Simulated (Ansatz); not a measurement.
# C2H4InNO: up Jacob's ladder to CCSD(T)

How much do the methods differ for C2H4InNO? The plan is to run it at one geometry with functionals of several rungs and with coupled cluster. The yardstick is the atomisation energy at the CCSD(T) limit.

Program: Ansatz 0.2.0, Gaussian basis. Level of theory: functionals in def2-TZVPP, the program's frozen cores in correlated methods. These are calculated values, not measurements.

Plan: PBE-D4, r2SCAN-D4, PBE0-D4, B3LYP-D4, ωB97X-V, ωB97M-V, B2PLYP; CCSD(T)/def2-TZVPP; MP2/def2-QZVPP; extrapolation to the limit.

## Step 1: The geometry

All runs share one geometry, relaxed beforehand with PBE0-D4 in a triple-zeta def2 set. In takes the def2 core potential; no spin-orbit term is included.

SMILES `[CH]1=NC[O][InH]1`, 9 atoms, charge 0, spin multiplicity 1.

Atoms are counted from 1 here; the program's logs count them from 0.

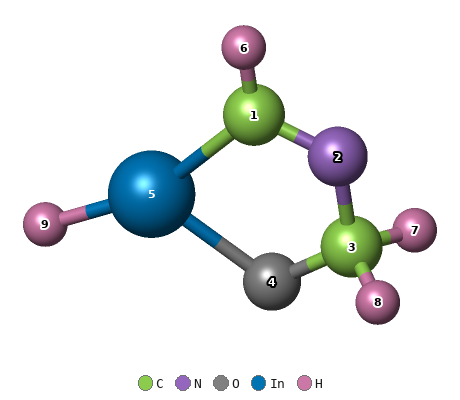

The geometry (carbon green, nitrogen purple, oxygen grey, indium blue, hydrogen pink); atoms are numbered from 1 in the order of the file.

## Step 2: PBE-D4 (GGA)

in.yaml reads:

```yaml
crystal:
  periodic: [false, false, false]
  atoms:
    - {symbol: C, position_ang: [0.082022, 1.249845, 0.552563]}
    - {symbol: N, position_ang: [1.114543, 0.626289, 0.183521]}
    - {symbol: C, position_ang: [0.964019, -0.701782, -0.396526]}
    - {symbol: O, position_ang: [-0.307632, -1.211088, -0.512551]}
    - {symbol: In, position_ang: [-1.686896, 0.089802, 0.189297]}
    - {symbol: H, position_ang: [0.197048, 2.242725, 0.985218]}
    - {symbol: H, position_ang: [1.452696, -0.638971, -1.380931]}
    - {symbol: H, position_ang: [1.593668, -1.356655, 0.225124]}
    - {symbol: H, position_ang: [-3.321069, -0.346465, 0.137187]}
basis:
  gaussian: {orbitals: def2-TZVPP}
hamiltonian: {xc: pbe, dispersion: d4}
output: {forces: true, orbitals: {seedname: orbitals}}
```

The run is started by

```
$ ansatz run in.yaml --threads 4 --pin off --events-out ev --progress --plain --max-ram 10444MiB
```

The runs that follow: r2SCAN-D4 (meta-GGA); PBE0-D4 (hybrid); B3LYP-D4 (hybrid); ωB97X-V (range-separated); ωB97M-V (range-separated); B2PLYP (double hybrid); CCSD(T) in def2-TZVPP; MP2 in def2-QZVPP.

Before running them: what should the planned runs give, taken together? Wanted: atomisation energy, CCSD(T)/CBS; farthest; mean size of error, hybrid; mean size of error, range-separated; gap, smallest and largest; T1 diagnostic; triples share of the correlation energy.

**Answer**, as computed:

| quantity | value |
| --- | --- |
| atomisation energy, CCSD(T)/CBS | 3280.0 kJ/mol |
| functionals within 32.8 kJ/mol (1.0 %) | r2SCAN-D4, PBE0-D4, B3LYP-D4, ωB97X-V, ωB97M-V |
| farthest | PBE-D4 (+129.8 kJ/mol) |
| mean size of error, hybrid | 13.0 kJ/mol |
| mean size of error, range-separated | 9.1 kJ/mol |
| gap, smallest and largest | 3.06 eV (PBE-D4), 9.03 eV (ωB97X-V) |
| T1 diagnostic | 0.0189 |
| triples share of the correlation energy | 4.2 % |

PBE-D4 is off by +129.8 kJ/mol. Double hybrids carry the basis error of their MP2 part in triple zeta, and no dispersion term here, so their miss is partly the set-up's. The reference freezes the cores and leaves out spin-orbit coupling and excitations past (T), and its outer-core shells are covered unevenly, so misses under about 32.8 kJ/mol can't be ranked. All levels share the lack of spin-orbit coupling, which lowers the free heavy atoms and so the true binding. Hartree-Fock recovers 65 % of the binding; the rest is correlation. The gap grows from 3.1 to 9.0 eV across the functionals, mostly with the share of exact exchange. Correlated methods include outer-core shells of In, which these sets cover unevenly.
